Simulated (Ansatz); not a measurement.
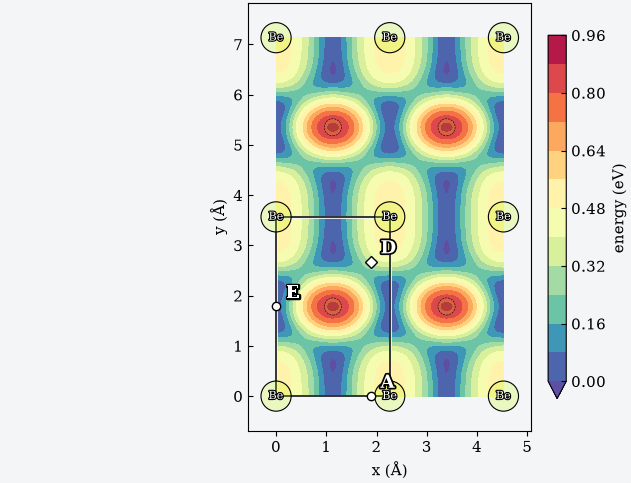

H on a Be(100) slab cut from the P6_3/mmc phase, its upper half relaxed before the scan (24 atoms of substrate and one adsorbate in a 2 × 2 cell). 
- H is moved over the surface cell; relaxed at each place: the height of the adsorbate's atoms; substrate rigid; the origin of the map has the adsorbate above Be21.
- Places are given modulo a cell vector. The map is drawn in real space over the plane of the surface.
- Grid: 6 × 8 points; 20 points were computed and 28 follow by symmetry.
- Places are given in fractions of the 1 × 1 surface cell.
- All energies are given in eV relative to the lowest grid point.
- The calculation used DFT PBE, scalar-relativistic, plane waves, PAW in Ansatz 0.2.0. Settings: cutoff 420 eV, k-mesh 6×4×1, gaussian smearing 0.1 eV, no spin polarisation.

In the figure: filled contours, labelled circles for the atoms of the top layer and small ones for the second layer, the outline of one cell of the 2 × 2 shown, lettered points. Between grid points the surface is interpolated.

**Rank the lettered points by energy, lowest first.**

E (0.047 eV), D (0.326 eV), A (0.453 eV).
